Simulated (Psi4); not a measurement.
# BGeH5 (SMILES [BH2][GeH3]): HF/cc-pVDZ-DK (sfX2C, sweep point 1)

Aim: the vertical singlet–triplet gap of BGeH5 at HF/cc-pVDZ-DK (sfX2C, sweep point 1), from 2 runs. 

The calculation is run with Psi4 1.11.

### 1 The structure to begin with

The species is BGeH5 (7 atoms), meant as a singlet with charge 0. SMILES: `[BH2][GeH3]`. The shape is that of a PBE0-D4/def2-TZVP optimisation.

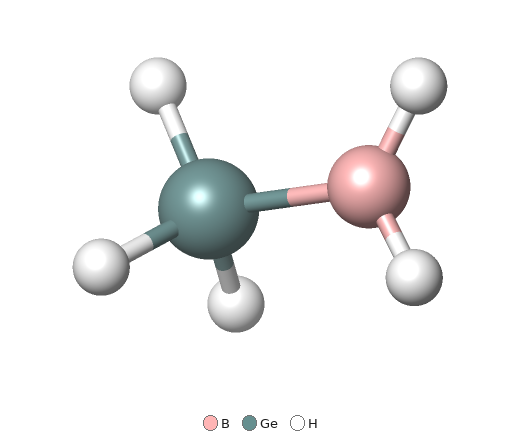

Viewed from a chosen angle; boron pink, germanium teal, hydrogen white.

### 2 A single-point energy at HF/cc-pVDZ-DK (sfX2C, sweep point 1)

job.dat reads:

```
memory 1600 mb

molecule geom {
  B      0.01417295    -2.30508793     0.50663557
  Ge     0.09240761     1.48551371    -0.34657577
  H     -1.97362996    -3.37240524     0.59110633
  H      1.88537975    -3.49467052     0.92332018
  H     -1.13591437     1.92695373    -2.95213015
  H     -1.51140295     2.95968906     1.58869275
  H      2.74482720     2.67150582    -0.39740940
  units bohr
  symmetry c1
}

set basis cc-pVDZ-DK
set puream true
set scf_type pk
set relativistic x2c

energy('hf')
print_variables()
```

Command:

```sh
$ psi4 -i job.dat -o job.out -n 1
```

job.out, shortened:

```text
[...]
  Running in c1 symmetry.
[...]
  Nuclear repulsion =   94.851367605589644
[...]
  Multiplicity = 1
[...]
  Nalpha       = 21
  Nbeta        = 21
[...]
    Number of basis functions: 66
[...]
    WARNING: The X2C and Dirac Hamiltonians have substatially different eigenvalues!
             This is probably caused by the recontraction of the basis set.
[...]
   @RHF iter   1: -2123.84038809489857   -3.80618e+00   1.74326e-02 ADIIS/DIIS
[...]
   @RHF iter   7: -2124.56197331784369   -1.89295e-07   9.45285e-07 DIIS
[...]
    Orbital Energies [Eh]
    ---------------------
    Doubly Occupied:
       1A   -410.791969     2A    -53.414289     3A    -46.509827
       4A    -46.509731     5A    -46.509494     6A     -7.635126
       7A     -7.386467     8A     -5.196471     9A     -5.196169
      10A     -5.195324    11A     -1.583860    12A     -1.583790
      13A     -1.581623    14A     -1.579719    15A     -1.579432
      16A     -0.761010    17A     -0.660838    18A     -0.514478
      19A     -0.461150    20A     -0.452030    21A     -0.409212
[...]
  @RHF Final Energy: -2124.56197331784369
   => Energetics <=
    Nuclear Repulsion Energy =             94.8513676055896440
    One-Electron Energy =               -3147.8030406852794840
    Two-Electron Energy =                 928.3896997618464866
    Total Energy =                      -2124.5619733178436945
[...]
 Multipole Moments:
 ------------------------------------------------------------------------------------
     Multipole            Electronic (a.u.)      Nuclear  (a.u.)        Total (a.u.)
 ------------------------------------------------------------------------------------
 L = 1.  Multiply by 2.5417464519 to convert [e a0] to [Debye]
 Dipole X            :          0.2513206           -0.2288497            0.0224709
 Dipole Y            :          2.7724610           -3.0386751           -0.2662141
 Dipole Z            :         -0.6053865            0.6681663            0.0627798
 Magnitude           :                                                    0.2744379
[...]
```

It took 5.1 s on 1 thread of Intel Xeon 6975P-C (Granite Rapids), shared host; peak memory 0.42 GiB.

### 3 The triplet

bgeh5.in reads:

```
memory 1.6 GB

molecule mol {
  0 3
  B      0.01417295    -2.30508793     0.50663557
  Ge     0.09240761     1.48551371    -0.34657577
  H     -1.97362996    -3.37240524     0.59110633
  H      1.88537975    -3.49467052     0.92332018
  H     -1.13591437     1.92695373    -2.95213015
  H     -1.51140295     2.95968906     1.58869275
  H      2.74482720     2.67150582    -0.39740940
  units au
  symmetry c1
}

set {
  basis cc-pVDZ-DK
  reference uhf
  puream true
  scf_type pk
  maxiter 100
  relativistic x2c
}

E, wfn = energy('scf', return_wfn=True)
```

Command:

```sh
$ psi4 -i bgeh5.in -o bgeh5.out -n 1
```

bgeh5.out, shortened:

```text
[...]
  Running in c1 symmetry.
[...]
  Nuclear repulsion =   94.851367605589644
[...]
  Multiplicity = 3
[...]
  Nalpha       = 22
  Nbeta        = 20
[...]
    Number of basis functions: 66
[...]
    WARNING: The X2C and Dirac Hamiltonians have substatially different eigenvalues!
             This is probably caused by the recontraction of the basis set.
[...]
   @UHF iter   1: -2123.61828117833738   -3.58407e+00   1.76144e-02 ADIIS/DIIS
[...]
   @UHF iter  15: -2124.37252038470479   -3.13457e-08   5.68791e-07 DIIS
[...]
   @S^2 Observed:                2.029952886E+00
[...]
    Orbital Energies [Eh]
    ---------------------
    Alpha Occupied:
       1A   -410.782343     2A    -53.404293     3A    -46.499926
       4A    -46.499874     5A    -46.499485     6A     -7.626354
       7A     -7.376018     8A     -5.186523     9A     -5.186074
      10A     -5.184653    11A     -1.574562    12A     -1.574028
      13A     -1.571369    14A     -1.569844    15A     -1.569476
      16A     -0.826166    17A     -0.703621    18A     -0.634796
      19A     -0.458254    20A     -0.455672    21A     -0.424782
      22A     -0.299159
    Alpha Virtual:
      23A      0.171379    24A      0.174398    25A      0.198320
[...]
  @UHF Final Energy: -2124.37252038470479
   => Energetics <=
    Nuclear Repulsion Energy =             94.8513676055896440
    One-Electron Energy =               -3147.8520228892139130
    Two-Electron Energy =                 928.6281348989193702
    Total Energy =                      -2124.3725203847052398
  UHF NO Occupations:
  HONO-2 :   20  A 1.9917724
  HONO-1 :   21  A 1.0000000
[...]
 Multipole Moments:
 ------------------------------------------------------------------------------------
     Multipole            Electronic (a.u.)      Nuclear  (a.u.)        Total (a.u.)
 ------------------------------------------------------------------------------------
 L = 1.  Multiply by 2.5417464519 to convert [e a0] to [Debye]
 Dipole X            :          0.2799410           -0.2288497            0.0510914
 Dipole Y            :          2.2984450           -3.0386751           -0.7402300
 Dipole Z            :         -0.4956703            0.6681663            0.1724961
 Magnitude           :                                                    0.7617780
[...]
```

Wall time 5.7 s (1 thread of Intel Xeon 6975P-C (Granite Rapids), shared host); peak memory 0.42 GiB.

### 4 What came out

Level: HF/cc-pVDZ-DK (sfX2C, sweep point 1).

```
                                        quantity           value
                           singlet: total energy  -2124.56197 Eh
                          singlet: dipole moment          0.70 D
                            singlet: HOMO energy       -11.14 eV
                            singlet: LUMO energy         1.31 eV
                          singlet: HOMO–LUMO gap        12.44 eV
                           triplet: total energy  -2124.37252 Eh
                          triplet: dipole moment          1.94 D
     triplet: HOMO energy (highest over α and β)        -8.14 eV
      triplet: LUMO energy (lowest over α and β)        -3.28 eV
                                   triplet: ⟨S²⟩           2.030
vertical energy of the triplet above the singlet        5.155 eV
```

What this shows: At this shape the triplet lies 5.16 eV (497 kJ/mol) above the singlet.
